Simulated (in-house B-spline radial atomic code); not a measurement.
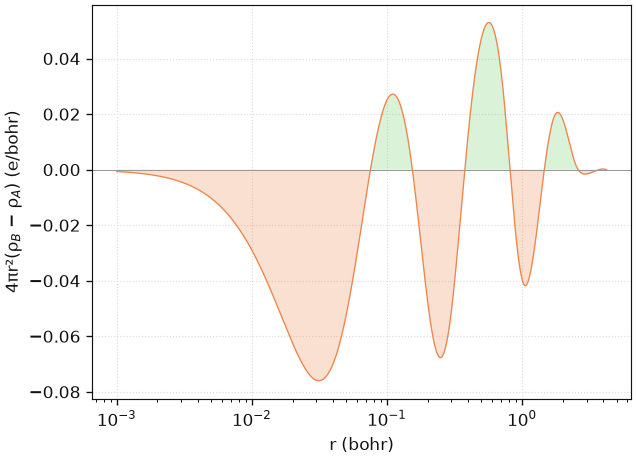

The Ca³⁺ ion in [Ne] 3s2 3p5 (high spin) was computed by two methods: LDA (PW92); PW91. Both runs are scalar-relativistic, spin-polarised and spherical. Computed with an in-house B-spline radial code.

The plot shows the radial density of run B less that of run A; on the logarithmic r axis, areas aren't charges.

A is PW91 and B is LDA (PW92).

**Where does the charge move between the methods?**

B holds 0.030 electrons more than A where the difference is positive (most at r = 0.57 bohr) and as many fewer where it is negative (most at r = 0.031 bohr), out of 17 electrons.
